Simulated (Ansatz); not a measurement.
# Si2Mo: response to strain

Si2Mo is deformed so: zz strain of +3 %. What stress and forces result, by LAPW, PAW and all-electron datasets made for the crystal?

Computed with Ansatz 0.2.0 (DFT PBEsol, scalar-relativistic, unless a step's input says otherwise).

## 1. The structure to begin with

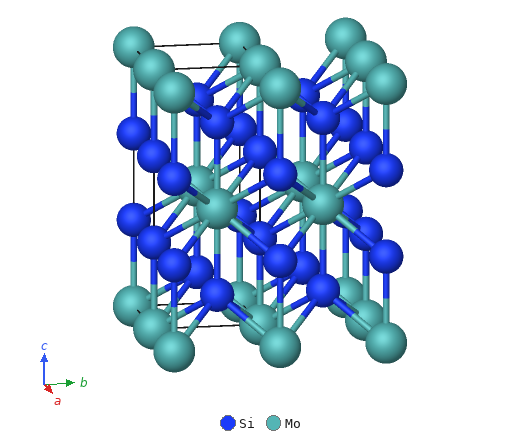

The starting structure, seen slightly off an axis (silicon blue, molybdenum teal). 2×2×1 cells are drawn. Atoms on the faces are drawn again on the opposite ones. The cell drawn here is the conventional one.

Structure file:

```xyz
3
Lattice="-1.6000 1.6000 3.9305 1.6000 -1.6000 3.9305 1.6000 1.6000 -3.9305" Properties=species:S:1:pos:R:3 pbc="T T T"
Si    0.0000    0.0000    2.6177
Si    0.0000    0.0000    5.2433
Mo    0.0000    0.0000    0.0000
```

Atoms are numbered in the order of the input: Si1, Si2, Mo3.

## 2. The deformed structure

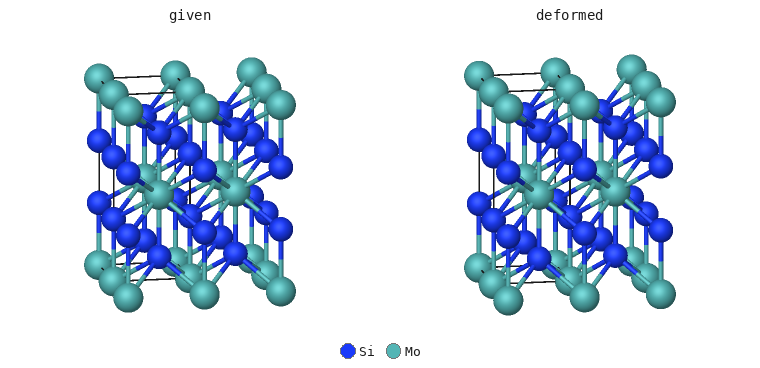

Given and deformed, at one scale.

Space group I4/mmm before, I4/mmm after.

## 3. LAPW, all electrons

input.yaml reads:

```yaml
crystal:
  lattice:
    - [-1.6, 1.6, 4.048415]
    - [1.6, -1.6, 4.048415]
    - [1.6, 1.6, -4.048415]
  atoms:
    - { symbol: Si, position: [0.333, 0.333, 0.0] }
    - { symbol: Si, position: [0.667, 0.667, 0.0] }
    - { symbol: Mo, position: [0.0, 0.0, 0.0] }
kpoints:
  mp_grid: { grid: [12, 12, 16] }
  band_path:
    path:
      - [0.0, 0.0, 0.0]
      - [0.0, 0.0, 0.5]
      - [0.25, 0.25, 0.25]
      - [0.0, 0.5, 0.0]
      - [0.0, 0.0, 0.0]
      - [0.5, 0.5, -0.5]
      - [0.2890490006, 0.7109509994, -0.2890490006]
      - [-0.2890490006, 0.2890490006, 0.2890490006]
      - [0.0, 0.0, 0.0]
    npoints: 5
scf:
  occupations: { method: fermi_dirac, width: 0.03 }
hamiltonian:
  xc: pbesol
  pseudopotentials: { kind: all_electron, lapw: { basis_error: 0.001 } }
output:
  forces: true
  stress: true
  eigenvalues: true
```

The run is started by

```bash
$ ansatz run input.yaml --threads 1 --pin off --max-ram 6144MiB --backend cpu --events-out ev --progress --plain --runs-dir out
```

What it wrote (excerpt; [...] marks lines left out):

```text
Warning: crystal.symmetry: narrowed to the stabiliser of the k-point mesh — unitary ops 16 → 4; excluded 12 operations that carry a point of the 12×12×16 mesh (shift [0, 0, 0]) off the mesh (the run samples exactly the mesh kpoints.mp_grid names, as under crystal.symmetry.detect: false, [...]
LAPW: plane waves up to 7.580 Å⁻¹, error target 1.0e-3 eV per atom; small_component_spin mean_spin; Si in spheres of 1.177 Å, 12 of its electrons in bands, Dirac shells []; Mo in spheres of 1.459 Å, 24 of its electrons in bands, Dirac shells []
[...]
Pseudopotentials: kind: all_electron
Pseudopotential: Si, LAPW, valence charge 12, Koelling and Harmon's equation, gaussian nucleus
Pseudopotential: Mo, LAPW, valence charge 24, Koelling and Harmon's equation, gaussian nucleus
Functional definition: PBEsol
[...]
Crystal: 3 atoms, lattice volume = 41.456 Å³
Basis set: ecut = 218.9117246217683 eV, 309 PW (Γ), FFT grids on a1+a3, a2+a3, a3, exchange–correlation at level 2
Bands: 29, of which v1, the nominal top of the filled ones, is band 24 counted from 1 (23 counted from 0)
Symmetry: 4 space group operations
k-points: 632 of 2304
[...]
SCF iter   1: F=—  HF=-125877.862376 eV  |F-HF|=—  |Δ(HF+E_count)|=         —  Δρ=4.19e-2  dr2=8.63e-1  ethr=1.79e-3  ⟨swp⟩=2.0  Hψ=121659  notcnv=0
[...]
the basis was enlarged: its passes take 366.0 KiB over the memory plan, 1 of 1 planned eigensolver slots
[...]
SCF iter  10: F=-125876.957655 eV  HF=-125876.957655 eV  |F-HF|=1.87e-8  |Δ(HF+E_count)|=   4.24e-8  Δρ=3.70e-6  dr2=1.23e-8  ethr=4.84e-10  ⟨swp⟩=2.0  Hψ=52043  notcnv=0
[...]
NSCF: frozen V_eff on 41 k-points
SCF converged after 10 iterations
Free energy (F): -125876.957655 eV
[...]
E sigma→0 (E₀):  -125876.957247 eV
Entropy (-TS):   -0.000815 eV (-0.272 meV/atom)
Fermi energy:    17.501573 eV
[...]
--- Forces (eV/Å), atoms counted from 1 ---
  atom   1  Si     0.00034471     0.00034471     0.40346778
  atom   2  Si    -0.00034471    -0.00034471    -0.40346778
  atom   3  Mo     0.00000000     0.00000000     0.00000000
[...]
--- Stress (GPa, compression-positive) ---
       -4.793724      -0.002560      -0.005261
       -0.002560      -4.793724      -0.005261
       -0.005261      -0.005261     -16.906911
  P = ⅓ Tr σ = -8.8315 GPa (-88.315 kbar)
--- Band table (eV; the first three rows and the last of 632) ---
[...]
```

Wall time 1.8 min (1 thread of Intel Xeon 6975P-C (Granite Rapids), shared host); peak memory 1.8 GiB.

This run gives: pressure -8.83 GPa; no gap; largest force 0.403 eV/Å.

## 4. PAW on the default files

input.yaml reads:

```yaml
crystal:
  lattice:
    - [-1.6, 1.6, 4.048415]
    - [1.6, -1.6, 4.048415]
    - [1.6, 1.6, -4.048415]
  atoms:
    - { symbol: Si, position: [0.333, 0.333, 0.0] }
    - { symbol: Si, position: [0.667, 0.667, 0.0] }
    - { symbol: Mo, position: [0.0, 0.0, 0.0] }
kpoints:
  mp_grid: { grid: [12, 12, 16] }
scf:
  occupations: { method: fermi_dirac, width: 0.03 }
hamiltonian:
  xc: pbesol
  pseudopotentials: { kind: paw }
output:
  forces: true
  stress: true
  eigenvalues: true
  efg: { contact_densities: true }
  write_density: true
  write_potential: true
  elf: true
  volumetric_format: npy
```

The run is started by

```bash
$ ansatz run input.yaml --threads 1 --pin off --max-ram 6144MiB --backend cpu --events-out ev --progress --plain --runs-dir out
```

What it wrote (excerpt; [...] marks lines left out):

```text
Warning: crystal.symmetry: narrowed to the stabiliser of the k-point mesh — unitary ops 16 → 4; excluded 12 operations that carry a point of the 12×12×16 mesh (shift [0, 0, 0]) off the mesh (the run samples exactly the mesh kpoints.mp_grid names, as under crystal.symmetry.detect: false, [...]
Mo: output.efg is read without spin–orbit coupling, which moves field gradients at and beside such atoms by some per cent and up to a factor of two; PAW files take it under magnetization.noncollinear and magnetization.spin_orbit
[...]
Pseudopotentials: kind: paw
Pseudopotential: Si, paw, valence charge 4, recommended cutoff 420 eV (normal)
Pseudopotential: Mo, paw, valence charge 14, recommended cutoff 420 eV (normal)
[... 1 set-up line as earlier in the session ...]
[...]
Crystal: 3 atoms, lattice volume = 41.456 Å³
Basis set: ecut = 420 eV, 809 PW (Γ), exchange–correlation on 64×64×64 points (8 copies of the dense FFT grid, shifted against one another)
[...]
  atom   2  Si    -0.00034608    -0.00034608    -0.40420587
  atom   3  Mo    -0.00000000    -0.00000000     0.00000000
[...]
--- Stress (GPa, compression-positive) ---
       -4.835625      -0.002543      -0.005260
       -0.002543      -4.835625      -0.005260
       -0.005260      -0.005260     -16.956017
  P = ⅓ Tr σ = -8.8758 GPa (-88.758 kbar)
--- PAW observables at the nuclei: V_zz in 10²¹ V/m², potentials from the cell's mean, atoms counted from 1 ---
  atom   1  Si V_zz =    -0.628123   η = 0.0026   by run symmetry: allowed
            electrostatic potential = -1367.376125 V   contact ρ = 12761.748489 e/Å³
  atom   2  Si V_zz =    -0.628123   η = 0.0026   by run symmetry: allowed
            electrostatic potential = -1367.376125 V   contact ρ = 12761.748489 e/Å³
  atom   3  Mo V_zz =    -2.255402   η = 0.0099   by run symmetry: allowed
            electrostatic potential = -6357.149934 V   contact ρ = 594296.921885 e/Å³
--- Band table (eV; the first three rows and the last of 632) ---
  k-point 0: bands = ["-45.3187", "-19.5099", "-19.3795", "-19.3793", "2.1055", "9.1454", "11.4981", "12.4022", "12.9154", "12.9154", "15.9075", "18.4309", "18.5646", "19.0864", "19.1172"]
[...]
```

Run time: 18 s. Hardware: 1 thread of Intel Xeon 6975P-C (Granite Rapids), shared host; peak memory 0.7 GiB.

Result: pressure -8.88 GPa; no gap; largest force 0.404 eV/Å; Vzz Si1 -0.6, Mo3 -2.3 (10²¹ V/m²).

The fields are shown in the conventional cell of this run's space group, carried over from its grid by interpolation.

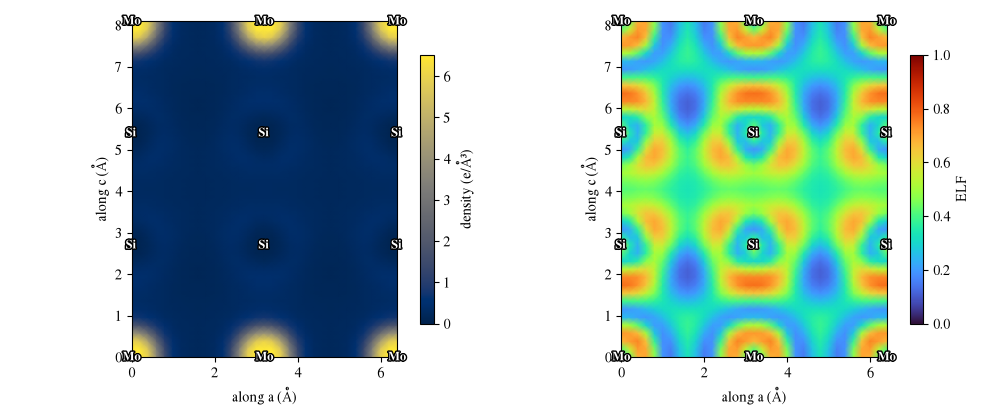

Density (left) and ELF (right) in a lattice plane of the grid's cell (edges 3.20 and 8.10 Å, at 0.000 of the third edge), which holds Si and Mo. Only atoms in the plane are labelled. Both are smooth fields of the valence electrons: close to the nuclei they are not physical.

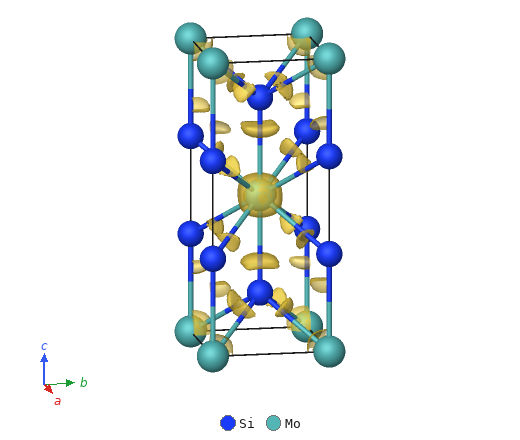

Surface of ELF = 0.71, drawn in one cell.

Outside the cores ELF peaks at 0.77 on the Si–Mo line, 1.0 Å from Si.

## 5. All-electron PAW on datasets made for the crystal

input.yaml: that of step 4 with these lines changed.

```diff
@@ -15,3 +15,3 @@
   xc: pbesol
-  pseudopotentials: { kind: paw }
+  pseudopotentials: { kind: all_electron, datasets: crystal }
 output:
@@ -21,5 +21 @@
   efg: { contact_densities: true }
-  write_density: true
-  write_potential: true
-  elf: true
-  volumetric_format: npy
```

The run is started by

```bash
$ ansatz run input.yaml --threads 1 --pin off --max-ram 6144MiB --backend cpu --events-out ev --progress --plain --runs-dir out
```

What it wrote (excerpt; [...] marks lines left out):

```text
Warning: crystal.symmetry: narrowed to the stabiliser of the k-point mesh — unitary ops 16 → 4; excluded 12 operations that carry a point of the 12×12×16 mesh (shift [0, 0, 0]) off the mesh (the run samples exactly the mesh kpoints.mp_grid names, as under crystal.symmetry.detect: false, [...]
Mo: output.efg is read without spin–orbit coupling, which moves field gradients at and beside such atoms by some per cent and up to a factor of two; PAW files take it under magnetization.noncollinear and magnetization.spin_orbit
[...]
[... 1 set-up line as earlier in the session ...]
Pseudopotential: Si, paw, valence charge 4, recommended cutoff 300 eV (normal), Koelling and Harmon's equation, gaussian nucleus
Pseudopotential: Mo, paw, valence charge 14, recommended cutoff 300 eV (normal), Koelling and Harmon's equation, gaussian nucleus
[... 1 set-up line as earlier in the session ...]
[...]
Crystal: 3 atoms, lattice volume = 41.456 Å³
[...]
  atom   2  Si    -0.00034476    -0.00034476    -0.40332055
  atom   3  Mo    -0.00000000    -0.00000000     0.00000000
[...]
--- Stress (GPa, compression-positive) ---
       -4.794823      -0.002574      -0.005274
       -0.002574      -4.794823      -0.005274
       -0.005274      -0.005274     -16.907484
  P = ⅓ Tr σ = -8.8324 GPa (-88.324 kbar)
  It holds what live shells' own plane waves past their cutoff add
--- PAW observables at the nuclei: V_zz in 10²¹ V/m², potentials from the cell's mean, atoms counted from 1 ---
  atom   1  Si V_zz =    -0.608140   η = 0.0028   by run symmetry: allowed
            electrostatic potential = -1365.988659 V   contact ρ = 12770.640257 e/Å³
  atom   2  Si V_zz =    -0.608140   η = 0.0028   by run symmetry: allowed
            electrostatic potential = -1365.988659 V   contact ρ = 12770.640257 e/Å³
  atom   3  Mo V_zz =    -2.323679   η = 0.0097   by run symmetry: allowed
            electrostatic potential = -6355.369430 V   contact ρ = 594345.414318 e/Å³
--- Band table (eV; the first three rows and the last of 632) ---
  k-point 0: bands = ["4.1832", "11.2218", "13.5740", "14.4802", "14.9933", "14.9934", "17.9863", "20.5088", "20.6448"]
[...]
```

Wall time 41 s (1 thread of Intel Xeon 6975P-C (Granite Rapids), shared host); peak memory 1.3 GiB.

Result: pressure -8.83 GPa; no gap; largest force 0.403 eV/Å; Vzz Si1 -0.6, Mo3 -2.3 (10²¹ V/m²).

## 6. Stress and forces compared

Stress (GPa, compression positive):

| method | xx | yy | zz | yz | xz | xy |
| --- | --- | --- | --- | --- | --- | --- |
| LAPW | -4.79 | -4.79 | -16.91 | -0.01 | -0.01 | 0.00 |
| PAW | -4.84 | -4.84 | -16.96 | -0.01 | -0.01 | 0.00 |
| crystal datasets | -4.79 | -4.79 | -16.91 | -0.01 | -0.01 | 0.00 |

Forces (eV/Å):

| atom | LAPW x | LAPW y | LAPW z | PAW x | PAW y | PAW z | crystal datasets x | crystal datasets y | crystal datasets z |
| --- | --- | --- | --- | --- | --- | --- | --- | --- | --- |
| Si1 | 0.000 | 0.000 | 0.403 | 0.000 | 0.000 | 0.404 | 0.000 | 0.000 | 0.403 |
| Si2 | 0.000 | 0.000 | -0.403 | 0.000 | 0.000 | -0.404 | 0.000 | 0.000 | -0.403 |
| Mo3 | 0.000 | 0.000 | 0.000 | 0.000 | 0.000 | 0.000 | 0.000 | 0.000 | 0.000 |

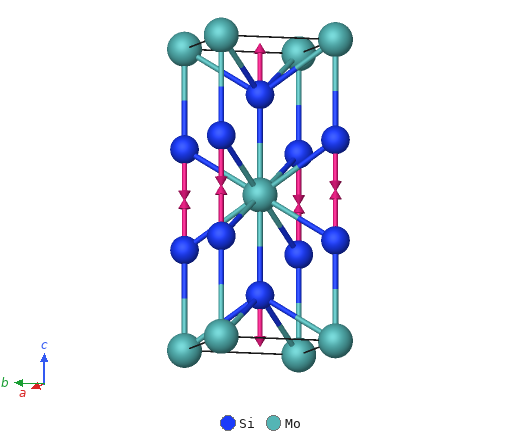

Forces of the LAPW run as arrows; the longest is 0.403 eV/Å.

| method | pressure (GPa) | largest force (eV/Å) | Vzz Si1 (10²¹ V/m²) | Vzz Mo3 (10²¹ V/m²) | SCF cycles, all passes |
| --- | --- | --- | --- | --- | --- |
| LAPW | -8.83 | 0.403 | – | – | 10 |
| PAW | -8.88 | 0.404 | -0.63 | -2.26 | 6 |
| crystal datasets | -8.83 | 0.403 | -0.61 | -2.32 | 10 |

## 7. Outcome

| quantity | value |
| --- | --- |
| pressure | LAPW -8.83, PAW -8.88, crystal datasets -8.83 GPa |
| largest shear or deviatoric stress (LAPW) | 8.08 GPa |

The largest part of the stress beyond the pressure is 8.08 GPa in size, in the zz component; the atoms are carried along and not relaxed. No run of the undeformed cell stands beside it, so the pressure holds what the given cell had before the change. PAW: stress within 0.05 GPa of LAPW, forces within 1 meV/Å. Crystal datasets: stress within 0.01 GPa of LAPW, forces within 1 meV/Å. The k mesh doesn't keep the crystal's whole symmetry, which leaves small spurious terms.
